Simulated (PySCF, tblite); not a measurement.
CH₁₃NSi₄, SMILES CN[Si]([SiH3])([SiH3])[SiH3], geometry in Å:

```xyz
19

C     -0.8185     2.2927    -0.2145
N     -0.2239     1.1735    -0.9013
Si     0.1480    -0.3272    -0.0942
Si    -1.7689    -1.3242     0.8405
Si     1.6864     0.2685     1.5663
Si     1.0668    -1.5986    -1.8155
H     -1.9047     2.1891    -0.0974
H     -0.6187     3.2195    -0.7564
H     -0.3766     2.3715     0.7775
H     -0.5428     1.1304    -1.8580
H     -2.4114    -0.5052     1.8778
H     -2.8364    -1.6060    -0.1300
H     -1.4486    -2.6063     1.4747
H      2.8062     1.1026     1.1204
H      2.2811    -0.9412     2.1448
H      1.0916     0.9947     2.6973
H      1.4489    -2.9045    -1.2735
H      2.2689    -1.0458    -2.4436
H      0.1427    -1.8738    -2.9224
```

GIAO shifts, PBE0/pcSseg-1 with PySCF, at a GFN2-xTB geometry (a minimum by its frequencies), against TMS for ¹³C, TMS for ²⁹Si and TMS for ¹H computed at the same level. Gas phase, fully decoupled, line heights follow the number of nuclei, widths are arbitrary (no quadrupolar broadening); values of one conformer, averaged over nuclei that symmetry, rotation about single bonds or inversion at nitrogen exchange, these motions taken as fast; other conformers aren't averaged in. Protons on N, O or S are those of the isolated molecule, without hydrogen bonds to neighbours or exchange.

**How many ¹³C lines appear, and where?**

1 signal.


```tsv
δ (ppm)	nuclei	atoms
36.2	1	C1
```

**How many ²⁹Si lines appear, and where?**

2 signals.


```tsv
δ (ppm)	nuclei	atoms
−41.5	1	Si3
−116.8	3	Si4, Si5, Si6
```

**Which ¹H signals does it give?**

3 signals.


| δ (ppm) | nuclei | atoms |
| --- | --- | --- |
| 3.56 | 9 | H11, H12, H13, H14, H15, H16, H17, H18, H19 |
| 2.75 | 3 | H7, H8, H9 |
| −0.90 | 1 | H10 |

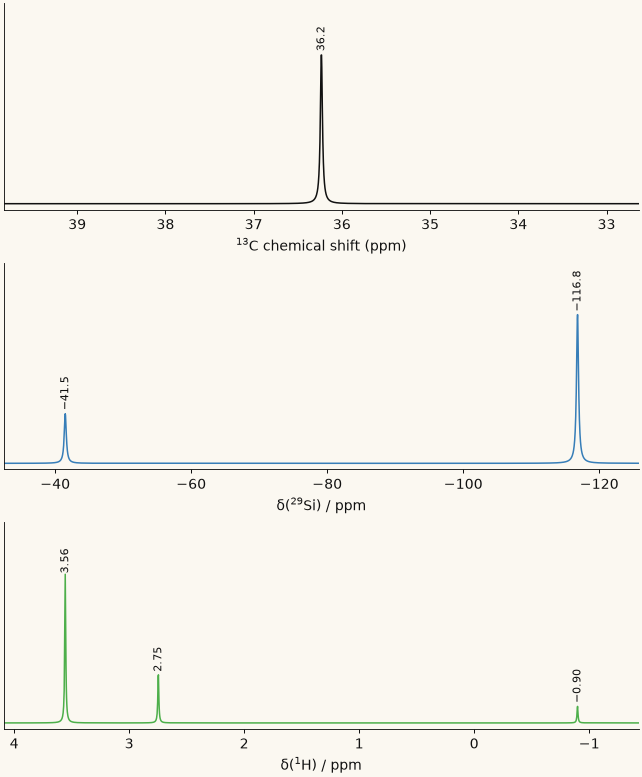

Note: the tight-binding geometry is rougher than a DFT one and adds to the error.
